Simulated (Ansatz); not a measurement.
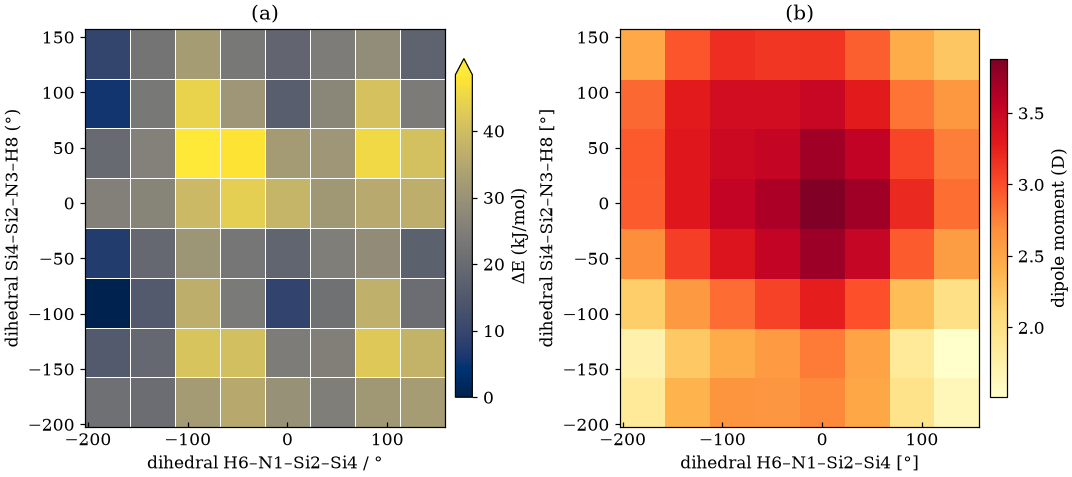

ClH7N2Si2, SMILES N[Si](N)([SiH3])Cl. 
- The first coordinate is: dihedral H6–N1–Si2–Si4; the second: dihedral Si4–Si2–N3–H8.
- Nothing is relaxed (all other coordinates rigid).
- The grid has 8 × 8 points.
- All energies are given in kJ/mol relative to the lowest grid point.
- Computed with RKS r2SCAN-D4/def2-SVP in Ansatz 0.2.0.

Panel (a) is the energy and panel (b) the computed dipole moment on the same grid.

In the figure: one coloured cell a grid point, one colour for all values above the top of the scale.

> How does the dipole moment vary over the map, and what is it at the lowest grid point?

Leaving out the highest fifth of the energies, it runs from 1.65 D at dihedral H6–N1–Si2–Si4 = 135°, dihedral Si4–Si2–N3–H8 = −180° to 3.73 D at dihedral H6–N1–Si2–Si4 = 0°, dihedral Si4–Si2–N3–H8 = −45°. At the lowest grid point, dihedral H6–N1–Si2–Si4 = −180°, dihedral Si4–Si2–N3–H8 = −90°, it is 2.19 D.
